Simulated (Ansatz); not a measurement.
The figure comes from a scan of TiAl3 (D022 type, space group I4/mmm): one Al atom of a 4-atom cell moves by u along (0.71, 0.71, 0.00) and v along (0.00, 0.00, 1.00). The numbers are results of PBE (plane waves to 420 eV, PAW, scalar-relativistic; Ansatz, a first-principles code), not measurements. k mesh 14×14×14 (Γ-centred), Fermi-Dirac smearing 0.05 eV. Energies are smeared free energies. With partly filled bands, energies and forces of such displacements shift with the k mesh and the smearing. TiAl3 is run without spin polarisation. TiAl3 was relaxed with its symmetry unable to fall. The zero of ΔE is the undisplaced structure. Axes are in Å.

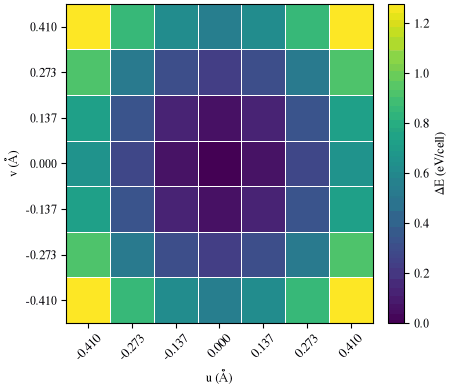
*ΔE (eV/cell), one tile a computed point.*

Question: Turn the plot into a table (rounded to what can be read).

Answer: To the nearest 0.2:

ΔE (eV/cell), with u across and v down:

```
v \ u   -0.410  -0.273  -0.137  0.000  0.137  0.273  0.410
------  ------  ------  ------  -----  -----  -----  -----
-0.410     1.2     0.8     0.6    0.6    0.6    0.8    1.2
-0.273     1.0     0.6     0.4    0.2    0.4    0.6    1.0
-0.137     0.8     0.4     0.2    0.0    0.2    0.4    0.8
0.000      0.6     0.2     0.0    0.0    0.0    0.2    0.6
0.137      0.8     0.4     0.2    0.0    0.2    0.4    0.8
0.273      1.0     0.6     0.4    0.2    0.4    0.6    1.0
0.410      1.2     0.8     0.6    0.6    0.6    0.8    1.2
```

(A displaced cell: forces are minus the slopes of the energy, force constants its curvatures, and phonons follow from these.)
